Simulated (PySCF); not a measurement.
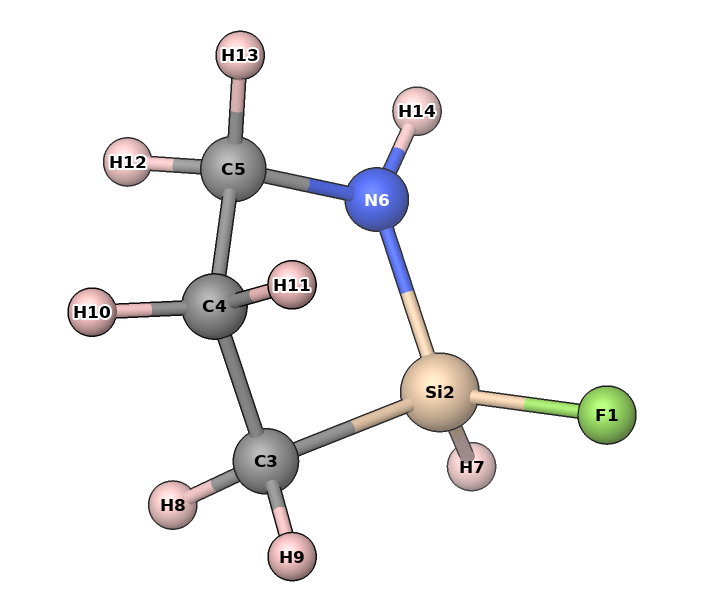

Atoms fade into the background with distance from the viewer. Computed geometry: PBE0-D3(BJ)/def2-SVP optimisation. No frequency run is at hand to confirm it as a minimum.

> Find the stereocentres and stereogenic double bonds.

Centres: Si2.

> Assign CIP descriptors.

Si2: S (priorities F1 > N6 > C3 > H7).
